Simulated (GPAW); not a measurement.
# Core-hole calculation of the Mo L₃ edge in Mo (Im-3m), part 2 of 4

Aim: the dependence of the Mo L₃ near-edge features of Mo (Im-3m) on volume.

GPAW 26.7.0; X-ray absorption from dipole matrix elements to empty bands, plane-wave PAW revPBE.

So far. Step 2 (Ground state of the crystal): The mesh shows no gap, so the system is treated as a metal and the core electron is put at the Fermi level (neutral cell).

### 4. Spectrum with XCH, Mo atom 1

The holes are 5.5 Å apart. In GPAW the data set carries the hole's charge, so charge=0 means a charged cell and charge=-1 a neutral one. The excited electron is kept in the cell, where it fills the lowest empty states and screens the hole. After the field has converged, empty bands are computed with the density fixed and the dipole matrix elements are summed.

The absorber has 8 Mo at 2.73 Å and 6 Mo at 3.15 Å (cube and octahedron, as in bcc, site symmetry m-3m).

xas.py

```python
import numpy as np
from ase import Atoms
from ase.parallel import parprint, paropen
from gpaw import GPAW, PW, FermiDirac, Mixer, MixerDif, setup_paths
from gpaw.test import gen
setup_paths.insert(0, '.')
gen('Mo', name='fch2p', xcname='revPBE', corehole=(2, 1, 1), write_xml=True)
from gpaw.mpi import world
world.barrier()

atoms = Atoms('Mo8',
    cell=[[-3.14683, 3.14683, 3.14683],
     [3.14683, -3.14683, 3.14683],
     [3.14683, 3.14683, -3.14683]],
    scaled_positions=[[0, 0, 0],
     [0, 0, 0.5],
     [0, 0.5, 0],
     [0.5, 0, 0],
     [0, 0.5, 0.5],
     [0.5, 0, 0.5],
     [0.5, 0.5, 0],
     [0.5, 0.5, 0.5]],
    pbc=True)
atoms.calc = calc = GPAW(legacy_gpaw=True, mode=PW(430, force_complex_dtype=True), xc='revPBE', setups={0: 'fch2p'},
    kpts={'size': (5, 5, 5), 'gamma': True}, occupations=FermiDirac(0.1),
    charge=-1, mixer=Mixer(0.1, 5, 50), maxiter=150,
    convergence={'density': 0.0001, 'eigenstates': 1e-6}, txt='scf.txt')
energy = atoms.get_potential_energy() + calc.get_reference_energy()
ef = calc.get_fermi_level()
out = dict(energy=energy, fermi=ef, forces=atoms.get_forces().tolist())
parprint(f'all-electron energy {energy:.4f} eV, Fermi level {ef:.4f} eV')
ev = np.array([[calc.get_eigenvalues(k, s) for k in range(len(calc.get_ibz_k_points()))] for s in range(calc.get_number_of_spins())])
out['homo'], out['lumo'], out['counts'] = ev[ev < ef].max(), ev[ev > ef].min(), sorted(set((ev < ef).sum((0, 2)).tolist()))
out['filled'] = (ev[:, 0] < ef).sum(1).tolist()

from ase.units import Ha
from gpaw.xas import dipole_matrix_elements
nb = int(calc.get_number_of_electrons() / 2) + 117
top, nb = nb, nb + 8 + nb // 12
nscf = calc.fixed_density(kpts={'size': (8, 8, 8), 'gamma': True}, nbands=nb,
    convergence={'bands': top, 'eigenstates': 5e-3}, maxiter=60, txt='nscf.txt')
cell = atoms.cell.array
ops = [cell.T @ U.T @ np.linalg.inv(cell.T) for U in nscf.wfs.kd.symmetry.op_scc]
E = np.arange(-6, 34, 0.1)
fwhm = np.interp(E, [4, 25], [1.78, 3.5])
Y, X, zero, highest = 0, 0, 1e9, 1e9
for spin in range(nscf.get_number_of_spins()):
    wfs = nscf.wfs
    mine = wfs.bd.get_slice()  # this rank's bands
    A = dipole_matrix_elements(wfs.setups[0])
    eps = np.zeros((wfs.kd.nibzkpts, nb))
    d = np.zeros((3, A.shape[1], wfs.kd.nibzkpts, nb), complex)
    for kpt in wfs.kpt_u:
        if kpt.s == spin and 0 in kpt.P_ani:
            eps[kpt.k, mine] = kpt.eps_n * Ha
            d[:, :, kpt.k, mine] = (kpt.weight * wfs.nspins / 2) ** 0.5 * np.inner(A, kpt.P_ani[0])
    world.sum(eps)
    world.sum(d)
    T = np.einsum('amkn,bmkn->abkn', d, d.conj()).real
    T = sum(np.einsum('ai,ijkn,bj->abkn', R, T, R) for R in ops) / len(ops)
    empty = eps > ef
    zero, highest = min(zero, eps[empty].min()), min(highest, eps[:, top - 1].min())
    lines = [(eps, T, empty)] if spin == 0 else lines + [(eps, T, empty)]
for eps, T, empty in lines:
    f = np.einsum('aakn->akn', T).reshape(3, -1)
    x = eps.ravel() - zero
    w = np.interp(x, E, fwhm) / 2.35482
    g = np.exp(-0.5 * ((E[:, None] - x) / w) ** 2) / (w * (2 * np.pi) ** 0.5)
    Y = Y + (f * empty.ravel()) @ g.T
    X = X + (f * ~empty.ravel()) @ g.T
out.update(E=E.round(2).tolist(), xas=Y.tolist(), xes=X.tolist(), zero=zero, valid=highest - zero, nk=len(eps), nb=nb)
for i in range(0, len(E), 10):
    parprint(f'{E[i]:7.2f}', *(f'{v:10.3e}' for v in Y[:, i]))
import json
with paropen('out.json', 'w') as f:
    json.dump(out, f)
```

The run is started by

```
> OMP_NUM_THREADS=1 mpirun -n 4 gpaw python xas.py
```

Numbers of over 12 decimals in the logs are rounded to 6 here.

What it wrote:

```text
Input parameters:
  charge: -1
  convergence: {density: 0.0001,
                eigenstates: 1e-06}
  kpts: {gamma: True,
         size: (5, 5, 5)}
  maxiter: 150
  mixer: {backend: pulay,
          beta: 0.1,
          method: separate,
          nmaxold: 5,
          weight: 50}
  mode: {ecut: 430.0,
         force_complex_dtype: True,
         name: pw}
  occupations: {fixmagmom: False,
                name: fermi-dirac,
                width: 0.1}
  setups: {0: fch2p}
  xc: revPBE

Initialize ...

[... PAW data sets ...]

Reference energy: -878561.597127  # eV

Spin-paired calculation

[... convergence settings ...]
Symmetries present (total): 48
  [... symmetry matrices ...]

125 k-points: 5 x 5 x 5 Monkhorst-Pack grid
10 k-points in the irreducible part of the Brillouin zone
       k-points in crystal coordinates                weights
   0:     0.00000000    0.00000000    0.00000000          1/125
   1:     0.20000000    0.00000000    0.00000000         12/125
   2:     0.20000000    0.20000000   -0.20000000          6/125
   3:     0.40000000    0.00000000   -0.20000000         24/125
   4:     0.40000000    0.00000000    0.00000000         12/125
   5:     0.40000000    0.20000000   -0.20000000         24/125
   6:     0.40000000    0.20000000    0.20000000          8/125
   7:     0.40000000    0.40000000   -0.40000000          6/125
   8:     0.40000000    0.40000000    0.20000000         24/125
   9:     0.40000000    0.40000000    0.40000000          8/125

Wave functions: Plane wave expansion
  Cutoff energy: 430.000 eV
  Number of coefficients (min, max): 2491, 2530
  Pulay-stress correction: 0.000000 eV/Ang^3 (de/decut=0.000000)
  Using FFTW library
  Wavefunction extrapolation:
    Improved wavefunction reuse through dual PAW basis

Occupation numbers: Fermi-Dirac:
  width: 0.1000  # eV

Eigensolver
   Davidson(niter=2)

Densities:
  Coarse grid: 27*27*27 grid
  Fine grid: 54*54*54 grid
  Total Charge: 0.000000

Density mixing:
  Method: separate
  Backend: pulay
  Linear mixing parameter: 0.1
  old densities: 5
  Width of damping distribution: 1.1
  Damping of long wavelength oscillations: 50

[... Hamiltonian set-up ...]
Number of atoms: 8
Number of atomic orbitals: 104
Number of bands in calculation: 72
Number of valence electrons: 113
Bands to converge: occupied

... initialized

Initializing position-dependent things.

Density initialized from atomic densities
Creating initial wave functions:
  72 bands from LCAO basis set

            Mo

         Mo     Mo
             MoMo
            Mo     Mo

                Mo

Atomic positions and initial magnetic moments

Positions:
   0 Mo     0.000000    0.000000    0.000000    ( 0.0000,  0.0000,  0.0000)
   1 Mo     1.573415    1.573415   -1.573415    ( 0.0000,  0.0000,  0.0000)
   2 Mo     1.573415   -1.573415    1.573415    ( 0.0000,  0.0000,  0.0000)
   3 Mo    -1.573415    1.573415    1.573415    ( 0.0000,  0.0000,  0.0000)
   4 Mo     3.146830    0.000000    0.000000    ( 0.0000,  0.0000,  0.0000)
   5 Mo     0.000000    3.146830    0.000000    ( 0.0000,  0.0000,  0.0000)
   6 Mo     0.000000    0.000000    3.146830    ( 0.0000,  0.0000,  0.0000)
   7 Mo     1.573415    1.573415    1.573415    ( 0.0000,  0.0000,  0.0000)

Unit cell:
           periodic     x           y           z      points  spacing
  1. axis:    yes   -3.146830    3.146830    3.146830    27     0.1648
  2. axis:    yes    3.146830   -3.146830    3.146830    27     0.1648
  3. axis:    yes    3.146830    3.146830   -3.146830    27     0.1648

  Lengths:   5.450469   5.450469   5.450469
  Angles:  109.471221 109.471221 109.471221

Effective grid spacing dv^(1/3) = 0.1850

iter:   1  -107.056502
iter:   2  -100.336177   -0.42  -1.10
iter:   3   -98.877115   -1.24  -1.19
iter:   4   -94.355298   -0.59  -1.24
iter:   5   -94.385941   -1.66  -1.74
iter:   6  -104.320060   -0.22  -1.78
iter:   7   -98.395561   -1.57  -1.24
iter:   8  -100.535134   -1.70  -1.41
iter:   9   -94.760024   -0.82  -1.34
iter:  10   -94.840381   -0.78  -1.81
iter:  11   -94.386308   -1.95  -1.81
iter:  12   -94.392438   -2.74  -2.31
iter:  13   -94.387755c  -3.78  -2.72
iter:  14   -94.391690c  -2.92  -2.84
iter:  15   -94.384385c  -3.68  -2.73
iter:  16   -94.384477c  -4.66  -3.20
iter:  17   -94.384443c  -4.70  -3.46
iter:  18   -94.384406c  -5.96  -3.93
iter:  19   -94.384387c  -6.59c -4.05c

Converged after 19 iterations.

Dipole moment: (0.000000, 0.000000, 0.000000) |e|*Ang

Energy contributions relative to reference atoms: (reference = -878561.597127)

Kinetic:        -91.978429
Potential:      +49.335748
External:        +0.000000
XC:             -48.906600
Entropy (-ST):   -0.262102
Local:           -2.704055
SIC:             +0.000000
--------------------------
Free energy:    -94.515438
Extrapolated:   -94.384387

Showing only first 2 kpts
 Kpt  Band  Eigenvalues  Occupancy
  0    54     15.02071    0.00000
  0    55     15.04510    0.00000
  0    56     15.04510    0.00000
  0    57     15.04510    0.00000

  1    54     13.67782    0.47782
  1    55     13.89240    0.07084
  1    56     14.27999    0.00152
[...]
Fermi level: 13.56195

No gap
No difference between direct/indirect transitions

Forces in eV/Ang:
  0 Mo   -0.00000   -0.00000   -0.00000
  1 Mo    0.00000    0.00000   -0.00000
  2 Mo    0.00000    0.00000    0.00000
  3 Mo    0.00000    0.00000    0.00000
  4 Mo   -0.00000    0.00000    0.00000
  5 Mo   -0.00000   -0.00000    0.00000
  6 Mo   -0.00000    0.00000    0.00000
  7 Mo    0.00000    0.00000    0.00000
Scalar-relativistic atomic revPBE calculation for Mo (Molybdenum, Z=42)
Core hole in 2p state (2p occupation: 5.0)
750 radial gridpoints.
|------------------------------------------------|
|------------------------------------------------|
[... the atom generator's iteration count ...]

Energy contributions:
-------------------------
Kinetic:    +4075.674118
XC:          -119.424168
Potential:  -7909.926568
-------------------------
Total:      -3953.676619

state      eigenvalue         ekin         rmax
-----------------------------------------------
1s^2.0 :  -733.942208   924.677160        0.023
2s^2.0 :  -106.404439   190.117571        0.129
2p^5.0 :   -95.955671   182.952605        0.103
3s^2.0 :   -18.867472    51.348836        0.378
3p^6.0 :   -15.330889    47.800716        0.370
3d^10.0:    -9.548339    43.135446        0.312
4s^2.0 :    -2.898353    11.878249        0.962
4p^6.0 :    -1.914907     9.762210        1.032
4d^5.0 :    -0.525435     5.307120        1.260
5s^1.0 :    -0.405722     1.599843        2.658
5p^0.0 :    -0.246953     0.965925        3.297
-----------------------------------------------
(units: Bohr and Hartree)

Generating PAW setup
Kinetic energy of the core from tauc = 4044.054629
Cutoffs:
rc(s)=2.340
rc(p)=2.450
rc(d)=2.450
rc(vbar)=2.340
rc(comp)=2.270
rc(nct)=2.450

Kinetic energy of the core states: 3965.208916
Charge: 1.0
Core electrons: 27.0
Valence electrons: 14.0
Pseudo-core charge: 0.000159
Shape function alpha=1.941
Pseudo-electron charge 6.109036
state    eigenvalue         norm
--------------------------------
4s(2) :    -2.898353     0.423560
5s(1) :    -0.405722     0.981216
4p(6) :    -1.914907     0.274495
5p(0) :    -0.246953     0.976585
4d(5) :    -0.525435     0.526714
*d    :     0.474565
--------------------------------

Diagonalizing with gridspacing h=0.050

state   all-electron     PAW
-------------------------------
4s:      -2.898353    -2.899012
4p:      -1.914907    -1.916145
4d:      -0.525435    -0.527332
*f:                   -0.030662
-------------------------------
all-electron energy -878655.9815 eV, Fermi level 13.5620 eV
[...]
31.00  6.830e-06  6.830e-06  6.830e-06
  32.00  7.133e-06  7.133e-06  7.133e-06
  33.00  7.445e-06  7.445e-06  7.445e-06
```

The job ended after 87 s (4 MPI ranks of Arm Neoverse V2, shared host; peak memory 0.37 GiB).

The Mo L₃ spectrum, Mo atom 1, excited-electron core hole (neutral cell) (energy from the lowest empty level; intensity scaled to a mean of 1 over the first 20 eV):

| E (eV) | intensity |
| --- | --- |
| -2.0 | 0.02 |
| -0.5 | 1.10 |
| 1.0 | 3.76 |
| 2.5 | 2.46 |
| 4.0 | 0.96 |
| 5.5 | 0.49 |
| 7.0 | 0.39 |
| 8.5 | 0.30 |
| 10.0 | 0.46 |
| 11.5 | 0.79 |
| 13.0 | 0.82 |
| 14.5 | 0.72 |
| 16.0 | 0.64 |
| 17.5 | 0.59 |
| 19.0 | 0.64 |
| 20.5 | 0.54 |
| 22.0 | 0.40 |
| 23.5 | 0.44 |
| 25.0 | 0.50 |
| 26.5 | 0.52 |
| 28.0 | 0.53 |
| 29.5 | 0.50 |
| 31.0 | 0.48 |

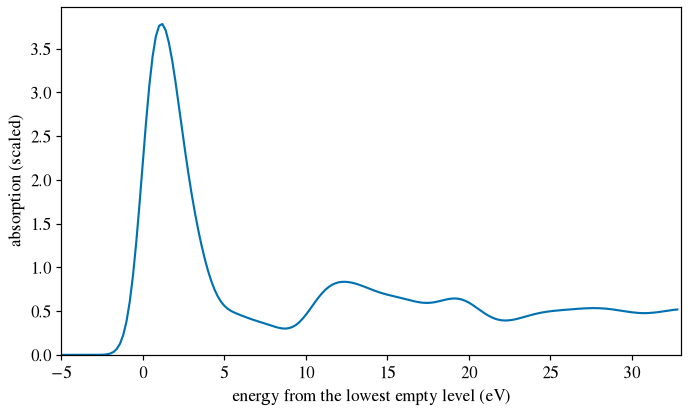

The Mo L₃ edge, Mo atom 1, excited-electron core hole (neutral cell): main maxima at 1.2 and 12.4 eV.

Main maxima below 30 eV (height): 1.2 eV (3.78) and 12.4 eV (0.84). At an L edge the dipole rule selects empty d (and weakly s) states on the absorber, and the strong line at the onset measures the empty part of its d band.

The energy difference (zero at 2546 eV) isn't read as a photon energy: for so heavy an absorber the terms left out (core spin–orbit splitting, the hole's spin, the functional's error) amount to tens of eV or more.

### 5. Supercell without a hole, the energy reference

The cell changes for the next run, so it gets a reference energy of its own.

The cell differs from the one that the last finished run ended in (a 5.450 → 5.339 Å, b 5.450 → 5.339 Å, c 5.450 → 5.339 Å).

scf.py

```python
import numpy as np
from ase import Atoms
from ase.parallel import parprint, paropen
from gpaw import GPAW, PW, FermiDirac, Mixer, MixerDif, setup_paths
from gpaw.test import gen
setup_paths.insert(0, '.')
gen('Mo', name='nch2p', xcname='revPBE', corehole=(2, 1, 0), write_xml=True)
from gpaw.mpi import world
world.barrier()

atoms = Atoms('Mo8',
    cell=[[-3.08259095, 3.08259095, 3.08259095],
     [3.08259095, -3.08259095, 3.08259095],
     [3.08259095, 3.08259095, -3.08259095]],
    scaled_positions=[[0, 0, 0],
     [0, 0, 0.5],
     [0, 0.5, 0],
     [0.5, 0, 0],
     [0, 0.5, 0.5],
     [0.5, 0, 0.5],
     [0.5, 0.5, 0],
     [0.5, 0.5, 0.5]],
    pbc=True)
atoms.calc = calc = GPAW(legacy_gpaw=True, mode=PW(430, force_complex_dtype=True), xc='revPBE', setups={0: 'nch2p'},
    kpts={'size': (5, 5, 5), 'gamma': True}, occupations=FermiDirac(0.1),
    charge=0, mixer=Mixer(0.1, 5, 50), maxiter=150,
    convergence={'density': 0.0001, 'eigenstates': 1e-6}, txt='scf.txt')
energy = atoms.get_potential_energy() + calc.get_reference_energy()
ef = calc.get_fermi_level()
out = dict(energy=energy, fermi=ef, forces=atoms.get_forces().tolist())
parprint(f'all-electron energy {energy:.4f} eV, Fermi level {ef:.4f} eV')
ev = np.array([[calc.get_eigenvalues(k, s) for k in range(len(calc.get_ibz_k_points()))] for s in range(calc.get_number_of_spins())])
out['homo'], out['lumo'], out['counts'] = ev[ev < ef].max(), ev[ev > ef].min(), sorted(set((ev < ef).sum((0, 2)).tolist()))
out['filled'] = (ev[:, 0] < ef).sum(1).tolist()
import json
with paropen('out.json', 'w') as f:
    json.dump(out, f)
```

The run is started by

```
> OMP_NUM_THREADS=1 mpirun -n 4 gpaw python scf.py
```

What it wrote:

```text
Input parameters:
  convergence: {density: 0.0001,
                eigenstates: 1e-06}
  kpts: {gamma: True,
         size: (5, 5, 5)}
  maxiter: 150
  mixer: {backend: pulay,
          beta: 0.1,
          method: separate,
          nmaxold: 5,
          weight: 50}
  mode: {ecut: 430.0,
         force_complex_dtype: True,
         name: pw}
  occupations: {fixmagmom: False,
                name: fermi-dirac,
[...]
5s(1) :    -0.146945     0.978258
4p(6) :    -1.412799     0.336071
5p(0) :    -0.037059     0.986060
4d(5) :    -0.135961     0.660494
*d    :     0.864039
--------------------------------

Diagonalizing with gridspacing h=0.050

state   all-electron     PAW
-------------------------------
4s:      -2.361205    -2.361878
4p:      -1.412799    -1.414111
4d:      -0.135961    -0.137524
*f:                    0.061654
-------------------------------
all-electron energy -881201.6489 eV, Fermi level 14.8155 eV
[key lines of the parts left out:]
Converged after 15 iterations.
Dipole moment: (-0.000000, 0.000000, 0.000000) |e|*Ang
Free energy:    -85.668133
Fermi level: 14.81549
```

Wall time 19 s (4 MPI ranks); peak memory 0.21 GiB; 77 s of CPU time.

Reference energy: -881201.649 eV with the cores included.

### 6. Spectrum with XCH, Mo atom 1

Shorter bonds are expected to push antibonding states and scattering resonances up, and longer ones down; the cell is scaled to test that.

Changed against the first core-hole run: volume scale from 1 to 0.94.

xas.py, as its differences from that of step 4:

```diff
@@ -11,5 +11,5 @@
 atoms = Atoms('Mo8',
-    cell=[[-3.14683, 3.14683, 3.14683],
-     [3.14683, -3.14683, 3.14683],
-     [3.14683, 3.14683, -3.14683]],
+    cell=[[-3.08259095, 3.08259095, 3.08259095],
+     [3.08259095, -3.08259095, 3.08259095],
+     [3.08259095, 3.08259095, -3.08259095]],
     scaled_positions=[[0, 0, 0],
@@ -37,3 +37,3 @@
 from gpaw.xas import dipole_matrix_elements
-nb = int(calc.get_number_of_electrons() / 2) + 117
+nb = int(calc.get_number_of_electrons() / 2) + 113
 top, nb = nb, nb + 8 + nb // 12
```

The run is started by

```
> OMP_NUM_THREADS=1 mpirun -n 4 gpaw python xas.py
```

What it wrote:

```text
Input parameters:
  charge: -1
  convergence: {density: 0.0001,
                eigenstates: 1e-06}
  kpts: {gamma: True,
         size: (5, 5, 5)}
  maxiter: 150
  mixer: {backend: pulay,
          beta: 0.1,
          method: separate,
          nmaxold: 5,
          weight: 50}
  mode: {ecut: 430.0,
         force_complex_dtype: True,
         name: pw}
  occupations: {fixmagmom: False,
[...]
*d    :     0.474565
--------------------------------

Diagonalizing with gridspacing h=0.050

state   all-electron     PAW
-------------------------------
4s:      -2.898353    -2.899012
4p:      -1.914907    -1.916145
4d:      -0.525435    -0.527332
*f:                   -0.030662
-------------------------------
all-electron energy -878655.4098 eV, Fermi level 14.6621 eV
[...]
32.00  6.614e-06  6.614e-06  6.614e-06
  33.00  6.818e-06  6.818e-06  6.818e-06
[key lines of the parts left out:]
Converged after 21 iterations.
Dipole moment: (-0.000000, 0.000000, 0.000000) |e|*Ang
Free energy:    -93.934300
Fermi level: 14.66205
```

Run time: 86 s. Hardware: 4 MPI ranks; peak memory 0.37 GiB; 5.7 min of CPU time.

| E (eV) | first run | this run |
| --- | --- | --- |
| -2.0 | 0.02 | 0.01 |
| -1.0 | 0.38 | 0.33 |
| 0.0 | 2.20 | 1.98 |
| 1.0 | 3.76 | 3.51 |
| 2.0 | 3.13 | 3.13 |
| 3.0 | 1.84 | 1.97 |
| 4.0 | 0.96 | 1.11 |
| 5.0 | 0.56 | 0.62 |
| 6.0 | 0.45 | 0.47 |
| 7.0 | 0.39 | 0.41 |
| 8.0 | 0.33 | 0.36 |
| 9.0 | 0.31 | 0.31 |
| 10.0 | 0.46 | 0.33 |
| 11.0 | 0.70 | 0.52 |
| 12.0 | 0.83 | 0.78 |
| 13.0 | 0.82 | 0.89 |
| 14.0 | 0.75 | 0.85 |
| 15.0 | 0.69 | 0.76 |
| 16.0 | 0.64 | 0.70 |
| 17.0 | 0.60 | 0.64 |
| 18.0 | 0.61 | 0.60 |
| 19.0 | 0.64 | 0.62 |
| 20.0 | 0.60 | 0.66 |
| 21.0 | 0.47 | 0.60 |
| 22.0 | 0.40 | 0.46 |
| 23.0 | 0.41 | 0.39 |
| 24.0 | 0.46 | 0.40 |
| 25.0 | 0.50 | 0.45 |
| 26.0 | 0.52 | 0.48 |
| 27.0 | 0.53 | 0.51 |
| 28.0 | 0.53 | 0.53 |
| 29.0 | 0.52 | 0.54 |
| 30.0 | 0.49 | 0.52 |
| 31.0 | 0.48 | 0.48 |
| 32.0 | 0.50 | 0.46 |

Against the first run the r.m.s. difference is 8 %. The highest intensity below 24 eV goes from 1.2 eV (3.78) to 1.2 eV (3.56).

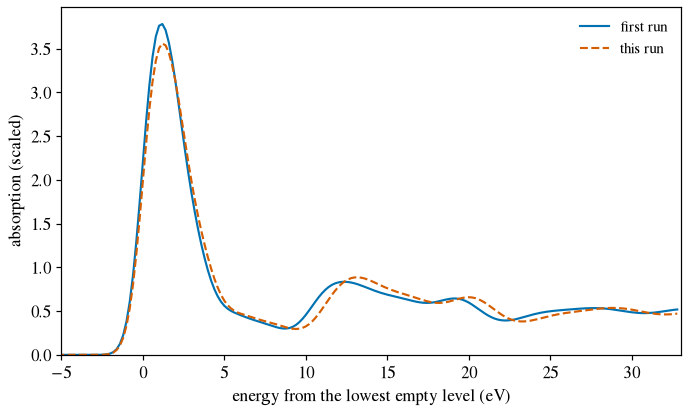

The effect of the change (volume scale from 1 to 0.94).

The photon energy of the zero moves by -0.10 eV.

### 7. Supercell without a hole, the energy reference

The cell changes for the next run, so it gets a reference energy of its own.

The cell differs from the one that the last finished run ended in (a 5.339 → 5.395 Å, b 5.339 → 5.395 Å, c 5.339 → 5.395 Å).

scf.py, as its differences from that of step 5:

```diff
@@ -11,5 +11,5 @@
 atoms = Atoms('Mo8',
-    cell=[[-3.08259095, 3.08259095, 3.08259095],
-     [3.08259095, -3.08259095, 3.08259095],
-     [3.08259095, 3.08259095, -3.08259095]],
+    cell=[[-3.11504167, 3.11504167, 3.11504167],
+     [3.11504167, -3.11504167, 3.11504167],
+     [3.11504167, 3.11504167, -3.11504167]],
     scaled_positions=[[0, 0, 0],
```

The run is started by

```
> OMP_NUM_THREADS=1 mpirun -n 4 gpaw python scf.py
```

What it wrote:

```text
Input parameters:
  convergence: {density: 0.0001,
                eigenstates: 1e-06}
  kpts: {gamma: True,
         size: (5, 5, 5)}
  maxiter: 150
  mixer: {backend: pulay,
          beta: 0.1,
          method: separate,
          nmaxold: 5,
          weight: 50}
  mode: {ecut: 430.0,
         force_complex_dtype: True,
         name: pw}
  occupations: {fixmagmom: False,
                name: fermi-dirac,
[...]
5s(1) :    -0.146945     0.978258
4p(6) :    -1.412799     0.336071
5p(0) :    -0.037059     0.986060
4d(5) :    -0.135961     0.660494
*d    :     0.864039
--------------------------------

Diagonalizing with gridspacing h=0.050

state   all-electron     PAW
-------------------------------
4s:      -2.361205    -2.361878
4p:      -1.412799    -1.414111
4d:      -0.135961    -0.137524
*f:                    0.061654
-------------------------------
all-electron energy -881202.0970 eV, Fermi level 14.2508 eV
[key lines of the parts left out:]
Converged after 20 iterations.
Dipole moment: (-0.000000, 0.000000, 0.000000) |e|*Ang
Free energy:    -86.123345
Fermi level: 14.25079
```

Wall time 24 s (4 MPI ranks); peak memory 0.21 GiB; 94 s of CPU time.

Reference energy: -881202.097 eV with the cores included.

[end of part 2 of 4]

[Banner, clock and machine lines of the logs are left out without a mark of their own.]

[Logs are printed without paths, hosts, clocks, repeated set-up lines and the standing remarks that a program may print on its own settings, such as how far it seeks lower states.]

[Hosts, paths, dates, database ids (printed as entryN), source tags and the programs' standing remarks are cut or masked in the printed files.]

[Lists of maxima count a maximum above −3 eV only where it reaches 4 % of the highest in the window and stands out from its surroundings by 2 % of it (1.5 % where it reaches 55 %); shoulders and weaker maxima are passed over, and of the rest the first, up to two pre-edge ones and the few strongest are named.]
